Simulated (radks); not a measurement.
# Taking charge from the 2p level of Ta in fractions

Aim: follow energy and eigenvalue as charge leaves the 2p level of Ta bit by bit, and test Janak's theorem, Slater's transition state and the straight-line condition.

The numbers are computed with radks (a radial shooting solver on a logarithmic mesh, Libxc functionals) version 1 (scalar-relativistic Kohn-Sham, BLYP, spin-polarised, spherical densities, finite nucleus; open shells are filled with parallel spins first), except any that are marked as measured or tabulated.

## (1) The system

| Quantity | Value |
| --- | --- |
| element | tantalum (Z = 73) |
| charge | 0 |
| electrons | 73 |
| configuration | [He] 2s2 2p(up 3, down 3) 3s2 3p6 3d10 4s2 4p6 4d10 4f14 5s2 5p6 5d3 6s2 |
| nuclear rms radius | 5.3507 fm |

A shell typed twice in an input gives spin up, then spin down.

## (2) Start: [He] 2s2 2p(up 3, down 3) 3s2 3p6 3d10 4s2 4p6 4d10 4f14 5s2 5p6 5d3 6s2

Input:

```text
Z 73
configuration [He] 2s2 2p3 2p3 3s2 3p6 3d10 4s2 4p6 4d10 4f14 5s2 5p6 5d3 6s2
relativity scalar-relativistic
functional b88,lyp
spin polarised
nucleus finite rms 5.3507 fm
c 137.035999084
```

## (3) 0.1 electron removed from 2p

Input:

```text
Z 73
configuration [He] 2s2 2p3 2p2.9 3s2 3p6 3d10 4s2 4p6 4d10 4f14 5s2 5p6 5d3 6s2
relativity scalar-relativistic
functional b88,lyp
spin polarised
nucleus finite rms 5.3507 fm
c 137.035999084
```

## (4) 0.2 electron removed from 2p

Input:

```text
Z 73
configuration [He] 2s2 2p3 2p2.8 3s2 3p6 3d10 4s2 4p6 4d10 4f14 5s2 5p6 5d3 6s2
relativity scalar-relativistic
functional b88,lyp
spin polarised
nucleus finite rms 5.3507 fm
c 137.035999084
```

## (5) 0.3 electron removed from 2p

Input:

```text
Z 73
configuration [He] 2s2 2p3 2p2.7 3s2 3p6 3d10 4s2 4p6 4d10 4f14 5s2 5p6 5d3 6s2
relativity scalar-relativistic
functional b88,lyp
spin polarised
nucleus finite rms 5.3507 fm
c 137.035999084
```

## (6) 0.4 electron removed from 2p

Input:

```text
Z 73
configuration [He] 2s2 2p3 2p2.6 3s2 3p6 3d10 4s2 4p6 4d10 4f14 5s2 5p6 5d3 6s2
relativity scalar-relativistic
functional b88,lyp
spin polarised
nucleus finite rms 5.3507 fm
c 137.035999084
```

## (7) 0.5 electron removed from 2p

Input:

```text
Z 73
configuration [He] 2s2 2p3 2p2.5 3s2 3p6 3d10 4s2 4p6 4d10 4f14 5s2 5p6 5d3 6s2
relativity scalar-relativistic
functional b88,lyp
spin polarised
nucleus finite rms 5.3507 fm
c 137.035999084
```

## (8) 0.6 electron removed from 2p

Input:

```text
Z 73
configuration [He] 2s2 2p3 2p2.4 3s2 3p6 3d10 4s2 4p6 4d10 4f14 5s2 5p6 5d3 6s2
relativity scalar-relativistic
functional b88,lyp
spin polarised
nucleus finite rms 5.3507 fm
c 137.035999084
```

## (9) 0.7 electron removed from 2p

Input:

```text
Z 73
configuration [He] 2s2 2p3 2p2.3 3s2 3p6 3d10 4s2 4p6 4d10 4f14 5s2 5p6 5d3 6s2
relativity scalar-relativistic
functional b88,lyp
spin polarised
nucleus finite rms 5.3507 fm
c 137.035999084
```

## (10) 0.8 electron removed from 2p

Input:

```text
Z 73
configuration [He] 2s2 2p3 2p2.2 3s2 3p6 3d10 4s2 4p6 4d10 4f14 5s2 5p6 5d3 6s2
relativity scalar-relativistic
functional b88,lyp
spin polarised
nucleus finite rms 5.3507 fm
c 137.035999084
```

## (11) 0.9 electron removed from 2p

Input:

```text
Z 73
configuration [He] 2s2 2p3 2p2.1 3s2 3p6 3d10 4s2 4p6 4d10 4f14 5s2 5p6 5d3 6s2
relativity scalar-relativistic
functional b88,lyp
spin polarised
nucleus finite rms 5.3507 fm
c 137.035999084
```

## (12) 1 electron removed from 2p

Input:

```text
Z 73
configuration [He] 2s2 2p3 2p2 3s2 3p6 3d10 4s2 4p6 4d10 4f14 5s2 5p6 5d3 6s2
relativity scalar-relativistic
functional b88,lyp
spin polarised
nucleus finite rms 5.3507 fm
c 137.035999084
```

Before running it: what results should come out? Wanted: for each run, removed; E − E(0); eigenvalue; E minus straight line.

The runs gave:

| removed (e) | E − E(0) (eV) | eigenvalue (eV) | E minus straight line (eV) |
| --- | --- | --- | --- |
| 0 | 0.000 | -10144.0 | 0.000 |
| 0.1 | 1013.7 | -10165.3 | -9.628 |
| 0.2 | 2029.5 | -10186.7 | -17.126 |
| 0.3 | 3047.5 | -10208.0 | -22.488 |
| 0.4 | 4067.6 | -10229.4 | -25.712 |
| 0.5 | 5089.8 | -10250.9 | -26.795 |
| 0.6 | 6114.2 | -10272.3 | -25.733 |
| 0.7 | 7140.8 | -10293.8 | -22.525 |
| 0.8 | 8169.4 | -10315.3 | -17.169 |
| 0.9 | 9200.3 | -10336.8 | -9.661 |
| 1 | 10233.3 | -10358.4 | 0.000 |

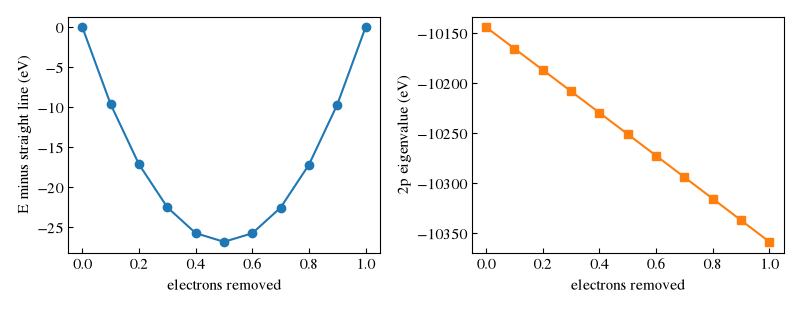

Left: the energy against the straight line between the ends. Right: the eigenvalue of the level emptied.

In words: Removing the whole electron costs 10233.3 eV, against 10144.0 eV from minus the starting eigenvalue. Slater's transition state, half an electron removed, gives 10250.9 eV. The trapezoid integral of minus the eigenvalue gives 10251.0 eV over the range, against 10233.3 eV from the energies (Janak's theorem; approximate here, since the scalar-relativistic density holds large components alone). The eigenvalue moves by 214 eV per electron. E bends below the straight line by 26.79 eV at 0.5 electron removed.
